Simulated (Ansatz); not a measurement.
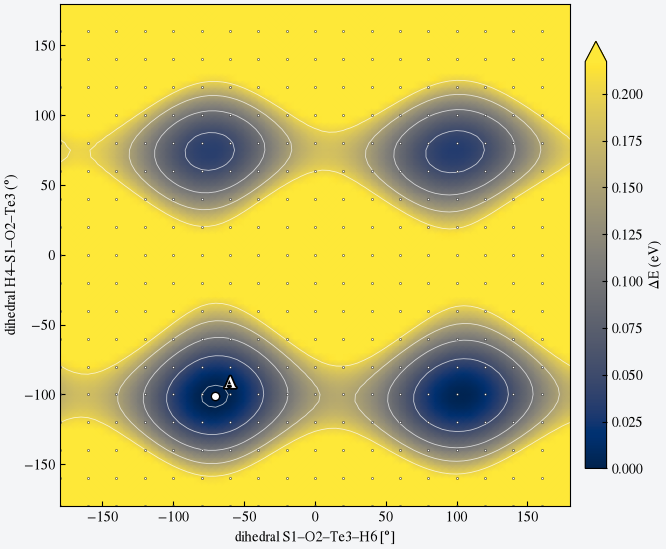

H3OSTe, SMILES S[OH+][TeH], charge +1. First axis: dihedral S1–O2–Te3–H6. Second axis: dihedral H4–S1–O2–Te3. Nothing is relaxed (all other coordinates rigid). The grid has 18 × 18 points. Energies: eV, counted from the lowest grid point. Level of theory: Ansatz, RKS PBE-D4/def2-SVP.

In the figure: a smooth colour map with a few white contour lines, dots at the grid points, one colour for all values above the top of the scale, the well A. Between grid points the surface is interpolated.

Q: Where is the minimum, and how stiff is the well along each coordinate? Take the well at A.

A: The interpolated minimum is at dihedral S1–O2–Te3–H6 ≈ −71°, dihedral H4–S1–O2–Te3 ≈ −101°. The curvatures there are about 0.34 eV/rad² and 0.48 eV/rad², with a cross term of about −0.03 eV/rad². Round the minimum the two coordinates are weakly coupled (coupling −0.08 in units of the two stiffnesses).
